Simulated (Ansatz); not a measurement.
# How W(100) screens a field, part 2 of 2

Where does the screening charge of W(100) sit?

Ansatz 0.2.0; plane-wave DFT, LDA, Ansatz PAW.

So far. Step 8 (Single point, field -0.2 V/Å): The dipole is -0.132 e·Å. Step 9 (Atoms held, field 0.4 V/Å): The dipole is 0.265 e·Å.

## Step 10: The response

This step: plane-wave DFT, LDA, Ansatz PAW; screening of a field by a metal slab (Ansatz 0.2.0).

The dipoles give the slope, and the difference of two potentials shows where the field is screened.

This step gave:

| Quantity | Value |
| --- | --- |
| equivalent conductor thickness p/(ε₀AE) | 11.98 Å |
| distance between the outer atoms | 7.900 Å |
| image plane, upper face | 2.011 Å |
| induced electrons on the upper face over ε₀E | -1.004 |
| image plane, lower face | 2.011 Å |
| induced electrons on the lower face over ε₀E | 1.004 |

Table of dipole of the cell by applied field:

```tsv
applied field (V/Å)	dipole of the cell (e·Å)
-0.200	-0.132
-0.100	-0.0661
-0.050	-0.0330
0.000	-1.0e-6
0.050	0.0330
0.100	0.0661
0.200	0.132
0.400	0.265
```

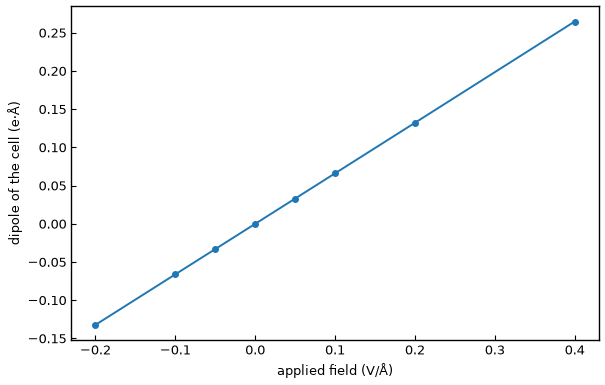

Dipole of the cell, plotted against applied field.

Local field over the applied field, running mean. From the potentials at -0.05 and 0.05 V/Å; running mean over 1.58 Å. Local field over applied field against z:

```tsv
z (Å)	local field over applied field
5	0.976
6	0.879
7	0.555
8	0.0881
9	-0.0340
10	4.5e-5
11	0.00468
12	-0.00172
13	-0.00329
14	-0.00122
15	0.00510
16	-0.00162
17	-0.0375
18	0.122
19	0.602
20	0.896
21	0.980
```

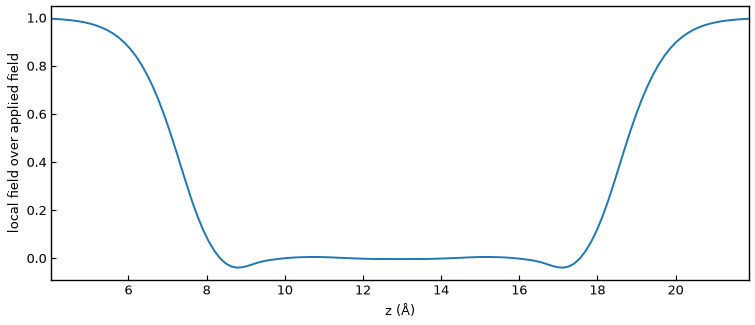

Local field over applied field, plotted against z.

Electrons, planar mean, per unit field. Table of induced electron density by z:

```tsv
z (Å)	induced electron density (e/Å³ per V/Å)
5	1.7e-4
6	8.6e-4
7	0.00275
8	0.00259
9	-1.2e-4
10	-1.3e-4
11	6.4e-5
12	-4.0e-6
13	-1.0e-5
14	-8.0e-6
15	-6.5e-5
16	1.2e-4
17	2.2e-4
18	-0.00307
19	-0.00252
20	-7.4e-4
21	-1.5e-4
```

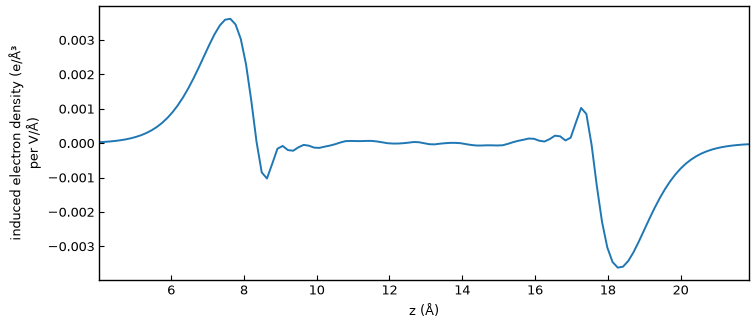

Induced electron density against z.

By hand: between -0.05 and 0.05 V/Å the dipole changes by 0.06610 e·Å, a slope of 0.6610 e·Å²/V. A perfect conductor of thickness t has p = ε₀AEt, so t = 180.95 × 0.6610 / 9.986 = 11.98 Å (e/ε₀ = 180.95 V·Å, A in Å²). Less the 7.90 Å between the outer atoms, and halved, that puts each image plane 2.04 Å out.

The induced dipole is that of a conductor 11.98 Å thick.

## Step 11: The same run with other settings

This step: plane-wave DFT, LDA, Ansatz PAW (Ansatz 0.2.0).

An input spoilt on purpose, to show how the run answers: it repeats the earlier run at 0.05 V/Å with efield.axis from 3 to 0, and scf.max_iter set to 50.

input.yaml reads:

```yaml
crystal:
  lattice:
    - [3.16, 0.0, 0.0]
    - [0.0, 3.16, 0.0]
    - [0.0, 0.0, 25.9]
  atoms:
    - { symbol: W, position: [0.5, 0.5, 0.3474903475] }
    - { symbol: W, position: [0.0, 0.0, 0.4084942085] }
    - { symbol: W, position: [0.5, 0.5, 0.4694980695] }
    - { symbol: W, position: [0.0, 0.0, 0.5305019305] }
    - { symbol: W, position: [0.5, 0.5, 0.5915057915] }
    - { symbol: W, position: [0.0, 0.0, 0.6525096525] }
kpoints:
  mp_grid: { grid: [16, 16, 1] }
hamiltonian:
  xc: lda
scf:
  occupations: { method: fermi_dirac, width: 0.1 }
  convergence: { dr2_threshold: 1.0e-10 }
  max_iter: 50
efield:
  axis: 0
  dipole_correction: true
  ramp_position: 0.97
  ramp_width: 0.06
  amplitude: 0.05
output:
  forces: true
  write_potential: true
  write_density: true
  volumetric_format: npy
```

The run is started by

```sh
> ansatz run input.yaml --threads 2 --pin off --max-ram 3072MiB --backend cpu --events-out ev --progress --plain --runs-dir out
```

Numbers of over 12 decimals in the logs are rounded to 6 here.

Log:

```text
Error: invalid value for `efield.axis`: must be in [1, 3]; got 0
```

Elapsed: 0.03 s, on 2 threads of Arm Neoverse V1, shared host; peak memory 0.03 GiB.

The program refused the input before any cycle.

The program's message: “Error: invalid value for `efield.axis`: must be in [1, 3]; got 0”

The fault put into the input: an axis of 0, outside the range 1 to 3.

## Step 12: The same run with other settings: efield.ramp_width = 0.04 and efield.amplitude = -0.05

Another changed input: it repeats the earlier run at 0.05 V/Å with efield.ramp_width from 0.06 to 0.04 and efield.amplitude from 0.05 to -0.05.

Changes to input.yaml since step 11:

```diff
@@ -19,9 +19,8 @@
   convergence: { dr2_threshold: 1.0e-10 }
-  max_iter: 50
 efield:
-  axis: 0
+  axis: 3
   dipole_correction: true
   ramp_position: 0.97
-  ramp_width: 0.06
-  amplitude: 0.05
+  ramp_width: 0.04
+  amplitude: -0.05
 output:
```

Log:

```text
[...]
Crystal: 6 atoms, lattice volume = 258.627 Å³
Basis set: ecut = 420 eV, 5103 PW (Γ)
Bands: 51, of which v1, the nominal top of the filled ones, is band 42 counted from 1 (41 counted from 0)
Symmetry: 8 space group operations
k-points: 45 of 256
[...]
SCF iter   1: F=—  HF=-60777.455551 eV  |F-HF|=—  |Δ(HF+E_count)|=         —  Δρ=4.87e-2  dr2=5.49e1  ethr=3.10e-3  p=-0.030 e·Å  D=-2.12e-2 V/Å  ΔV_dip=0.55 eV  dr2_dipole=1.15e-4  V_vac-E_F(+/−)=6.91/7.59 eV  ⟨swp⟩=10.1  Hψ=11453  notcnv=0
[...]
SCF iter  13: F=-60773.123948 eV  HF=-60773.123948 eV  |F-HF|=0.00e0  |Δ(HF+E_count)|=  3.93e-10  Δρ=6.59e-8  dr2=2.41e-11  ethr=1.00e-12  p=-0.033 e·Å  D=-2.31e-2 V/Å  ΔV_dip=0.60 eV  dr2_dipole=1.81e-13  V_vac-E_F(+/−)=4.19/4.81 eV  ⟨swp⟩=8.3  Hψ=12538  notcnv=0
SCF 1 converged in 13 iterations: F = -60773.123948 eV  dr2 = 2.41e-11
[...]
SCF converged after 13 iterations
Free energy (F): -60773.123948 eV
[...]
Internal energy: -60772.933107 eV  (E = F + TS)
E sigma→0 (E₀):  -60773.028528 eV
Entropy (-TS):   -0.190841 eV (-31.807 meV/atom)
Fermi energy:    5.382192 eV
Dipole field:    D = -0.023124 V/Å  (p = -0.033050 e·Å, saw-weighted, corrected)
Work function:   not extracted (applied field tilts the vacuum); planar V_es + V_field profile in the machine report
[...]
--- Forces (eV/Å), atoms counted from 1 ---
  atom   1  W      0.00000000     0.00000000     2.26106273
  atom   2  W     -0.00000000     0.00000000    -1.65290332
  atom   3  W      0.00000000     0.00000000    -0.00482842
  atom   4  W     -0.00000000     0.00000000     0.00472474
  atom   5  W      0.00000000     0.00000000     1.64952171
  atom   6  W     -0.00000000     0.00000000    -2.25758010
  max |Σ_I F_I| component: 2.65e-6 eV/Å
--- Band table (eV; the first three rows and the last of 45) ---
  k-point 0: bands = [... 38 lower, 4.5394, 5.0670, 5.0670, 5.0689, 5.1184, 5.3578, 5.6326, 6.0744, ... 5 higher]
  k-point 1: bands = [... 38 lower, 4.7270, 4.8098, 4.8765, 5.0281, 5.2968, 5.6530, 5.7763, 5.8016, ... 5 higher]
  k-point 2: bands = [... 38 lower, 4.6243, 4.7048, 4.7683, 5.1661, 5.5560, 5.5881, 5.8546, 6.1448, ... 5 higher]
  k-point 44: bands = [... 38 lower, 4.9862, 4.9862, 7.2642, 7.2667, 7.4035, 7.4035, 7.7959, 7.7959, ... 5 higher]
```

Run time: 56 s. Hardware: 2 threads; peak memory 0.66 GiB.

This step gave:

* energy at zero smearing: -60773.0285 eV
* dipole along the normal: -0.03305 e·Å

Force by atom:

```tsv
atom	x (eV/Å)	y (eV/Å)	z (eV/Å)	size
W1	0.00	0.00	2.26	2.26
W2	0.00	0.00	-1.65	1.65
W3	0.00	0.00	0.00	0.00
W4	0.00	0.00	0.00	0.00
W5	0.00	0.00	1.65	1.65
W6	0.00	0.00	-2.26	2.26
```

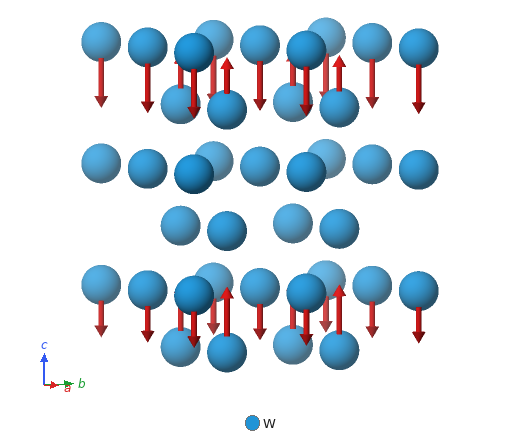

Force as arrows, the longest 2.26 eV/Å. 2×2×1 cells are drawn. Some periodic images of atoms are drawn too.

```tsv
quantity	this run	earlier run	difference
dipole along the normal (e·Å)	-0.03305	0.03305	-0.066
```

The applied field differs, and the slope found earlier predicts a dipole of -0.0331 e·Å; this run gives -0.0330 e·Å, in line with it.

## Step 13: Summary of results

```
work function                                : 4.50 eV
image plane, upper face                      : 2.01 Å
induced electrons on the upper face over ε₀E : -1.00
equivalent conductor thickness p/(ε₀AE)      : 12.0 Å
```

What this shows: The induced charge has its centre 2.01 Å outside the outermost atoms; this is the plane from which a capacitor's gap or an image potential counts. The equivalent conductor thickness exceeds the distance between the outer atoms by 4.08 Å, about the sum of the two image-plane distances. The atoms are held at bulk positions with the tabulated experimental lattice constant.

[Logs are printed without paths, hosts, clocks, repeated set-up lines and the standing remarks that a program may print on its own settings, such as how far it seeks lower states.]

[Hosts, paths, dates, database ids (printed as entryN), source tags and the programs' standing remarks are cut or masked in the printed files.]

[Maps of the electrostatic potential energy from Ansatz leave out the sawtooth potential of an applied field or a dipole correction, so their vacuum need not be flat; planar profiles and work functions include it.]
